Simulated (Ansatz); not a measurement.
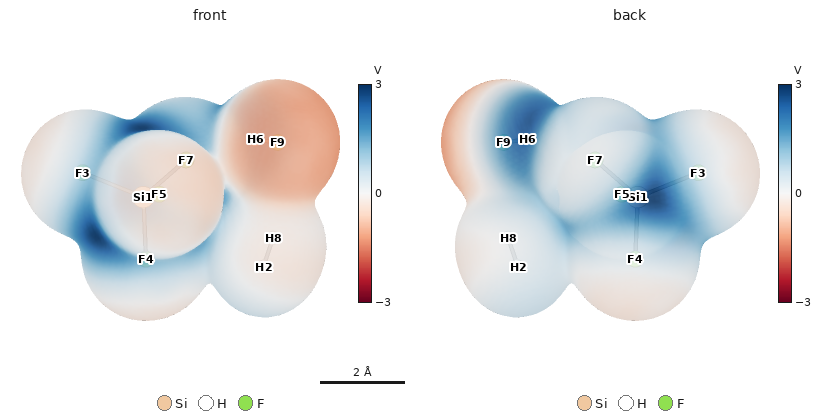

The picture shows: SiF4···H2···HF. The molecular electrostatic potential painted on the density surface at 0.002 e/bohr³, seen from the front and from behind; the colour scale runs from red (negative) to blue (positive).

All numbers below come from RKS PBE0-D4/def2-SVP (Ansatz).

The calculation's input:

```
crystal:
  periodic: [false, false, false]
  atoms:
    - { symbol: Si, position_ang: [-0.549971, 1.19457, -0.40696] }
    - { symbol: H, position_ang: [-0.706959, -1.003726, 1.195179] }
    - { symbol: F, position_ang: [-0.652889, 2.496464, -1.306428] }
    - { symbol: F, position_ang: [-1.929743, 0.420666, -0.458597] }
    - { symbol: F, position_ang: [-0.176277, 1.612781, 1.072213] }
    - { symbol: H, position_ang: [1.712495, -1.509757, -0.38202] }
    - { symbol: F, position_ang: [0.639012, 0.26491, -1.03768] }
    - { symbol: H, position_ang: [-0.106771, -1.339646, 1.050292] }
    - { symbol: F, position_ang: [1.771103, -2.136363, 0.274001] }
basis:
  gaussian: { orbitals: def2-SVP }
hamiltonian:
  xc: pbe0
  dispersion: d4
relax:
  f_tol: 0.03
  max_steps: 50
output:
  orbitals: {}
```

Command:

```sh
ansatz run input.yaml --threads 2 --pin off --max-ram 3072MiB --backend cpu --events-out ev --progress --plain --runs-dir out
```

The fields are those of the relaxed geometry.

Describe the electrostatic potential map.

The most negative region (about −1.2 V) lies over F9, the most positive (about +2.8 V) over Si1.
